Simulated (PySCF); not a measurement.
Molecule: SMILES [C](C)(C)O, doublet. Atoms near the plane z = 0.6 Å, at the CAM-B3LYP/def2-SVP optimised geometry (x, y, z in Å): C1 (-1.5, -0.3, 0.1), C2 (0.0, -0.4, 0.0), C3 (0.9, 0.6, 0.6), O4 (0.5, -1.7, 0.0), H5 (-1.8, -0.5, 1.1), H6 (-1.8, 0.7, -0.2), H8 (1.9, 0.6, 0.3), H10 (0.5, 1.7, 0.4), H11 (1.4, -1.7, 0.0).

Level of theory: PySCF with unrestricted CAM-B3LYP/def2-TZVP. Cells within 0.4 Å of a nucleus heavier than hydrogen are left out (blank, or x). The values are rescaled to run from 0 to 1.

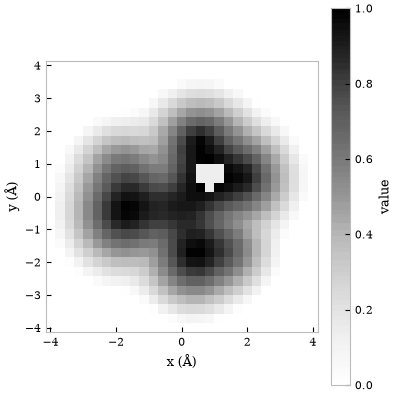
Figure: a field on the plane z = 0.6 Å.

Problem. Which quantity is mapped?
(A) electrostatic potential
(B) Laplacian of the electron density
(C) log10 of the electron density
(D) spin density

Solution. C, log10 of the electron density. In full: log10 of the electron density (e/bohr³), floored at −4.
